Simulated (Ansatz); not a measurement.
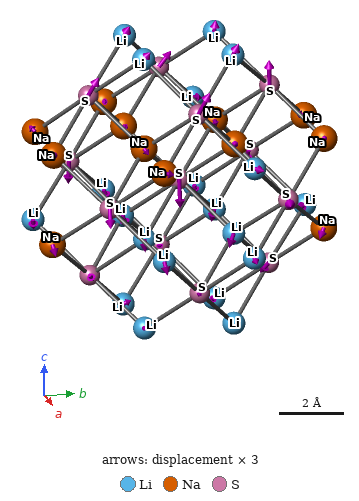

A relaxation of solid Li₄₈Na₁₆S₃₂ (a generated structure). The starting structure is drawn; purple arrows show the displacements (the part carried along by the change of the cell is left out), 3 times their true length.

The picture is a ball-and-stick view of the atoms within 5.8 Å of the atom that moves most (axes of the cell of the calculation (origin shifted)), seen slightly off an axis.

Level of theory: Ansatz 0.2.0, DFT, PBEsol, PAW, plane waves. Settings: plane-wave cutoff 420 eV; k-point mesh 1 × 1 × 1; mesh shifted by (0.25, 0.25, 0.25); no spin polarisation; cell relaxed at fixed shape; force threshold 0.03 eV/Å; at most 80 steps.

### What did the optimiser do to the structure, and how much energy did it gain?

Over 4 geometry steps the energy falls by 3.723 eV per cell of the calculation. Largest force component: 1.9 eV/Å at the start, 0.0081 eV/Å at the end. Pressure: 1.49 GPa at the start and 0.01 GPa at the end. An S atom moves most relative to the cell: 0.32 Å along −c. Largest moves by element: S 0.32 Å, Li 0.17 Å, Na 0.16 Å. The drawn cell changes as follows: a = b = c 11.735 → 11.784 Å (+0.4 %); the volume changes by +1.2 %. Among the contacts that change: Na–S 2.478 → 2.740 Å, Na–S 2.531 → 2.790 Å, Li–S 2.480 → 2.726 Å, Na–S 2.489 → 2.729 Å. Among the angles between lasting bonds that change: S–Na–S 110.4° → 99.1°, S–Na–S 109.9° → 100.2°, S–Na–S 109.8° → 101.3°. The space group stays P1 (No. 1). The run took 21 s on 1 × NVIDIA H100 80GB HBM3 with 4 threads of AMD EPYC 7R13 Processor, peak memory 1.4 GiB.
